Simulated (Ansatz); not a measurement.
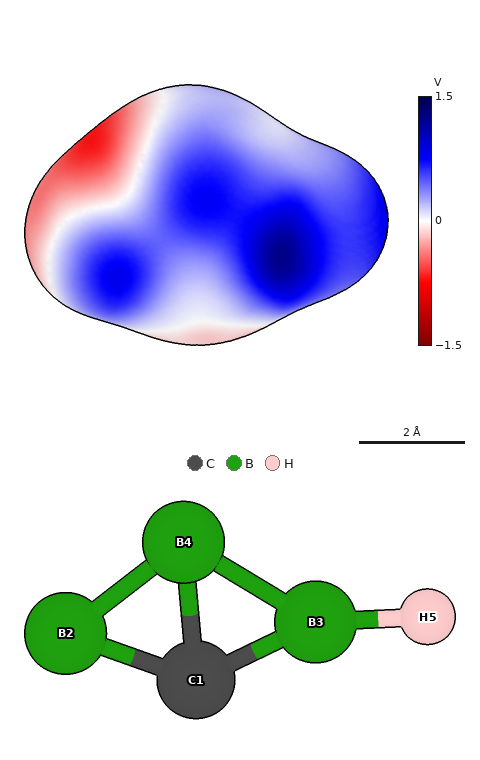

Figure 1: CHB3 (SMILES B1=C2BB12) (triplet). The molecular electrostatic potential painted on the density surface at 0.002 e/bohr³, seen at a tilt; red is negative and blue positive. The bare structure is drawn below in the same view.

Geometry: B3LYP/6-31G*.

Level of theory: Ansatz, isolated molecule in a Gaussian basis; Kohn-Sham density functional theory, functional PBE0.

| atom | x (Å) | y (Å) | z (Å) |
| --- | --- | --- | --- |
| C | -0.4311 | -0.5847 | -1.1350 |
| B | -1.8306 | -0.9147 | -1.5031 |
| B | 0.3792 | 0.5217 | -1.5121 |
| B | -1.1950 | 0.4499 | -2.1192 |
| H | 1.3670 | 1.1654 | -1.5172 |

Which sites attract a positive test charge, and which a negative one?

Answer. A positive charge is drawn to the negative regions and a negative charge to the positive ones. The most negative region (about −0.7 V) lies over C1, the most positive (about +1.2 V) over B3.

What dipole moment does the calculation give?

Answer. Its dipole moment is 1.11 D.
